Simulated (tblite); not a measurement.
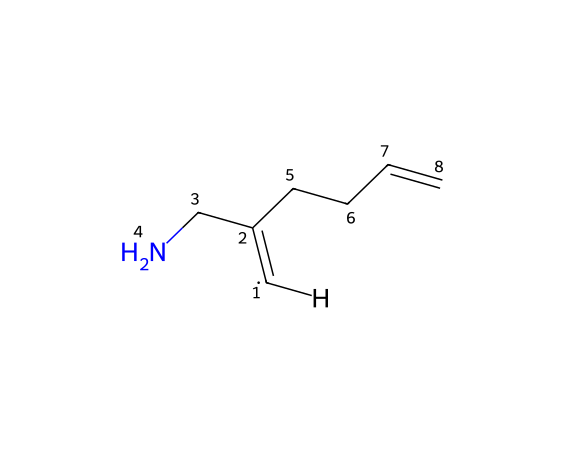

Skeletal drawing with numbered atoms; wedges and dashes mark any stereocentres. The configuration is that of a computed structure (GFN2-xTB).

**What are the Cahn–Ingold–Prelog descriptors?**

C1=C2: E.

**Give a SMILES with the stereochemistry.**

[H]/[C]=C(/CN)CCC=C
